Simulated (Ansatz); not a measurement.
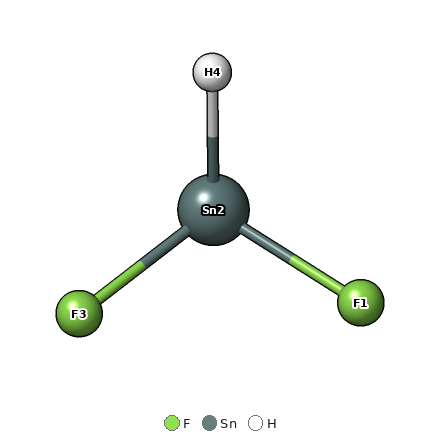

The system is F2HSn, SMILES [F][SnH][F], spin multiplicity 2; the picture shows the reference structure. Coordinates scanned: (1) bond length F1–Sn2; (2) bond length Sn2–H4. Nothing is relaxed (all other coordinates rigid). The scan uses a 13 × 13 grid. All energies are given in kJ/mol relative to the relaxed molecule at the same level. Level of theory: Ansatz, UHF-MP2, frozen core/def2-TZVP.

Its coordinates:

```xyz
4

F     0.6705   -1.2225    1.0423
Sn   -0.5299   -0.0442    0.1308
F     0.3421    1.6455    0.3430
H    -0.4272   -0.4390   -1.5363
```

Range: bond length F1–Sn2 from 1.684 to 2.392 Å; bond length Sn2–H4 from 1.407 to 2.574 Å.

**Predict the map.**

The lowest grid point is at bond length F1–Sn2 = 1.920 Å, bond length Sn2–H4 = 1.699 Å, 0.24 kJ/mol from the relaxed molecule at the same level. It is the only kind of minimum in the scanned range. The highest grid point, bond length F1–Sn2 = 2.392 Å, bond length Sn2–H4 = 1.407 Å, lies 224 kJ/mol above the lowest. Round the minimum the two coordinates are nearly uncoupled.

| bond length Sn2–H4 ↓, bond length F1–Sn2 → | 1.684 | 1.743 | 1.802 | 1.861 | 1.920 | 1.979 | 2.038 | 2.097 | 2.156 | 2.215 | 2.274 | 2.333 | 2.392 |
| --- | --- | --- | --- | --- | --- | --- | --- | --- | --- | --- | --- | --- | --- |
| 2.574 | 180 | 130 | 99 | 83 | 77 | 79 | 86 | 98 | 112 | 129 | 147 | 166 | 185 |
| 2.477 | 178 | 129 | 98 | 82 | 76 | 78 | 86 | 98 | 112 | 129 | 147 | 166 | 185 |
| 2.380 | 174 | 125 | 95 | 79 | 73 | 76 | 84 | 96 | 111 | 128 | 146 | 165 | 185 |
| 2.283 | 166 | 118 | 88 | 72 | 67 | 70 | 79 | 91 | 107 | 124 | 143 | 162 | 182 |
| 2.185 | 155 | 106 | 77 | 62 | 58 | 61 | 70 | 83 | 99 | 117 | 136 | 155 | 175 |
| 2.088 | 140 | 92 | 63 | 49 | 45 | 48 | 58 | 71 | 88 | 106 | 125 | 145 | 166 |
| 1.991 | 123 | 76 | 47 | 33 | 29 | 33 | 43 | 57 | 74 | 92 | 112 | 132 | 153 |
| 1.894 | 108 | 60 | 32 | 18 | 14 | 19 | 29 | 43 | 60 | 79 | 99 | 119 | 140 |
| 1.796 | 97 | 49 | 21 | 7 | 3 | 8 | 18 | 32 | 49 | 68 | 89 | 110 | 131 |
| 1.699 | 94 | 46 | 18 | 4 | 0 | 5 | 15 | 29 | 46 | 66 | 86 | 107 | 128 |
| 1.602 | 104 | 56 | 27 | 13 | 10 | 14 | 24 | 39 | 56 | 75 | 96 | 117 | 138 |
| 1.505 | 133 | 85 | 56 | 42 | 38 | 42 | 53 | 67 | 84 | 104 | 124 | 145 | 167 |
| 1.407 | 192 | 143 | 114 | 100 | 96 | 100 | 110 | 125 | 142 | 161 | 182 | 203 | 225 |

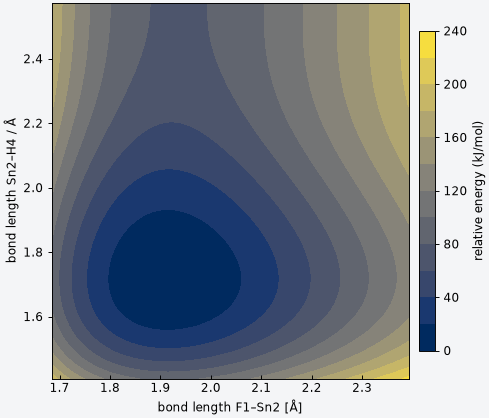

The picture shows filled contours. Between grid points the surface is interpolated.

Time for the 169 points that were run: 9.7 min on 1 thread of AMD EPYC 9R45 96-Core Processor (Zen 5), with other jobs on the host.
